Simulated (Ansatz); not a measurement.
# Si2NH6F (SMILES F[SiH2]N[SiH3]) at wB97M-V/cc-pVDZ

Aim: the energy change on altering one bond length of Si2NH6F at wB97M-V/cc-pVDZ, from 2 runs. 

The calculation is run with Ansatz 0.2.0.

69 further runs of the same task are left out: 69 set aside as unsound or not needed.

### Step 1. Starting point

Si2NH6F: 10 atoms, total charge 0, spin state singlet. As SMILES, `F[SiH2]N[SiH3]`. The coordinates come from a PBE0-D4/def2-TZVP relaxation. This is one conformer, not always the lowest.

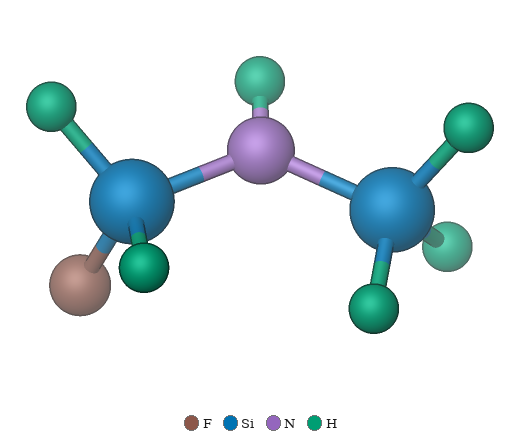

The structure, seen from a chosen angle (fluorine brown, silicon blue, nitrogen purple, hydrogen teal).

### Step 2. A single-point energy at wB97M-V/cc-pVDZ

Contents of molecule.yaml:

```yaml
basis:
  gaussian:
    orbitals: cc-pVDZ
crystal:
  periodic: [false, false, false]
  atoms:
    - symbol: F
      position_ang: [-1.561500, 0.994300, -1.776700]
    - symbol: Si
      position_ang: [-0.375000, 1.301800, -0.745900]
    - symbol: N
      position_ang: [0.514800, -0.094800, -0.335900]
    - symbol: Si
      position_ang: [0.194800, -1.236100, 0.928700]
    - symbol: H
      position_ang: [0.517200, 2.267200, -1.426700]
    - symbol: H
      position_ang: [-1.010100, 1.839400, 0.475900]
    - symbol: H
      position_ang: [1.264300, -0.336200, -0.970000]
    - symbol: H
      position_ang: [1.391500, -1.422100, 1.791600]
    - symbol: H
      position_ang: [-0.186300, -2.569800, 0.392000]
    - symbol: H
      position_ang: [-0.924400, -0.683300, 1.730300]
hamiltonian:
  xc: {name: wB97M-V}
accuracy: high
output: {orbitals: {seedname: orbitals}}
```

Run with:

```console
$ ansatz run molecule.yaml --threads 1 --pin off --max-ram 3480MiB --events-out events.jsonl --progress --plain --runs-dir runs
```

Log:

```text
Warning: RAYON_NUM_THREADS=1 ignored (pool sized by the plan → 1); use --threads N
Functional definition: wB97M-V
  name "wB97M-V"
  parameter omega = 0.3/bohr
  parameter cx = 0.15
  parameter cx01 = 1.007
  parameter cx10 = 0.259
  parameter css00 = 0.443
  parameter css04 = -1.437
  parameter css10 = -4.535
  parameter css20 = -3.390
  parameter css43 = 4.278
  parameter cos00 = 1.000
  parameter cos10 = 1.358
  parameter cos20 = 2.924
  parameter cos21 = -8.812
  parameter cos60 = -1.390
  parameter cos61 = 9.142
  parameter b = 6.0
  parameter c = 0.01
  gx(w, u) = 1 - cx + cx01*u + cx10*w
  gss(w, u) = css00 + css04*u^4 + css10*w + css20*w^2 + css43*w^4*u^3
  gos(w, u) = cos00 + cos10*w + (cos20 + cos21*u)*w^2 + (cos60 + cos61*u)*w^6
  exchange = spin_sum(e_x_unif_sr(omega)*gx(b97_w, b97_u_x)) + cx*exact_x_sr(omega) + exact_x_lr(omega)
  correlation = spin_sum(e_c_pw_mod_same_spin*gss(b97_w, b97_u_same))
      + integral(e_c_pw_mod_opposite_spin*gos(b97_w_opposite, b97_u_opposite)) + vv10(b, c)
2240 factors; integrals over basis functions are off by at most 3.7e-9 eV
421 factors; integrals over basis functions are off by at most 2.3e-9 eV
mean field evaluation 1: about -20055.2712 eV, gradient 4.7e1 eV
mean field evaluation 2: about -20055.1950 eV, gradient 4.8e1 eV
mean field evaluation 4: about -20059.4093 eV, gradient 4.1e-1 eV
mean field evaluation 8: about -20059.5139 eV, gradient 1.1e-1 eV
mean field evaluation 16: about -20059.5140 eV, gradient 2.6e-5 eV
mean field -20059.51396602 eV, -737.1735414242 hartree, gradient 5.2e-8 eV, S^2 0.000000; 0 other end points of the search recorded, 0 dependent functions left out
reference -20059.51397107 eV, -737.1735416100 hartree; 25, 25 occupied and 69, 69 virtual orbitals, 2240 factors
Total energy: -20059.51397107 eV, -737.1735416100 hartree
```

Run time: 47 s. Hardware: 1 thread of Intel Xeon Platinum 8488C (Sapphire Rapids), shared host; peak memory 0.67 GiB.

### Step 3. The distorted shape at the same level

Contents of molecule.yaml:

```yaml
crystal:
  periodic: [false, false, false]
  atoms:
    - {symbol: F, position_ang: [-0.218453, 0.330936, -2.738625]}
    - {symbol: Si, position_ang: [0.968047, 0.638436, -1.707825]}
    - {symbol: N, position_ang: [1.857847, -0.758164, -1.297825]}
    - {symbol: Si, position_ang: [1.537847, -1.899464, -0.033225]}
    - {symbol: H, position_ang: [1.860247, 1.603836, -2.388625]}
    - {symbol: H, position_ang: [0.332947, 1.176036, -0.486025]}
    - {symbol: H, position_ang: [2.607347, -0.999564, -1.931925]}
    - {symbol: H, position_ang: [2.734547, -2.085464, 0.829675]}
    - {symbol: H, position_ang: [1.156747, -3.233164, -0.569925]}
    - {symbol: H, position_ang: [-0.924400, -0.683300, 1.730300]}
basis:
  gaussian: {orbitals: cc-pVDZ}
total_charge: 0
hamiltonian: {xc: {name: wB97M-V}}
accuracy: high
output: {orbitals: {seedname: orbitals}}
```

Run with:

```console
$ ansatz run molecule.yaml --threads 1 --pin off --max-ram 3480MiB --events-out events.jsonl --progress --plain --runs-dir runs
```

Log:

```text
Warning: RAYON_NUM_THREADS=1 ignored (pool sized by the plan → 1); use --threads N
[... 19 set-up lines as earlier in the session ...]
  gx(w, u) = 1 - cx + cx01*u + cx10*w
  gss(w, u) = css00 + css04*u^4 + css10*w + css20*w^2 + css43*w^4*u^3
  gos(w, u) = cos00 + cos10*w + (cos20 + cos21*u)*w^2 + (cos60 + cos61*u)*w^6
[... 2 set-up lines as earlier in the session ...]
      + integral(e_c_pw_mod_opposite_spin*gos(b97_w_opposite, b97_u_opposite)) + vv10(b, c)
2198 factors; integrals over basis functions are off by at most 3.7e-9 eV
432 factors; integrals over basis functions are off by at most 2.5e-9 eV
mean field evaluation 1: about -20050.0355 eV, gradient 4.7e1 eV
mean field evaluation 2: about -20050.1898 eV, gradient 4.8e1 eV
mean field evaluation 4: about -20054.6000 eV, gradient 7.3e-1 eV
mean field evaluation 8: about -20054.6980 eV, gradient 9.0e-2 eV
mean field evaluation 16: about -20054.6981 eV, gradient 1.3e-4 eV
mean field -20054.69807964 eV, -736.9965608640 hartree, gradient 1.8e-8 eV, S^2 0.000000; 0 other end points of the search recorded, 0 dependent functions left out
reference -20054.69808495 eV, -736.9965610594 hartree; 25, 25 occupied and 69, 69 virtual orbitals, 2198 factors
Total energy: -20054.69808495 eV, -736.9965610594 hartree
```

Wall time 54 s (1 thread of Intel Xeon Platinum 8488C (Sapphire Rapids), shared host); peak memory 0.67 GiB.

### Step 4. Results

Level: wB97M-V/cc-pVDZ.

```
                                                           quantity          value
                                          first shape: total energy  -737.17354 Eh
                                           first shape: HOMO energy      -10.21 eV
                                           first shape: LUMO energy        2.37 eV
                                         first shape: HOMO–LUMO gap       12.58 eV
                                      distorted shape: total energy  -736.99656 Eh
                                       distorted shape: HOMO energy       -8.18 eV
                                       distorted shape: LUMO energy       -1.93 eV
                                     distorted shape: HOMO–LUMO gap        6.25 eV
energy change with the Si4–H10 bond stretched from 1.483 to 3.264 Å       4.816 eV
```

With the Si4–H10 bond stretched from 1.483 to 3.264 Å the energy rises by 4.82 eV (111 kcal/mol). The first shape isn't relaxed at this level, so the change isn't measured from a minimum. A restricted reference can't describe the breaking bond well at this length.
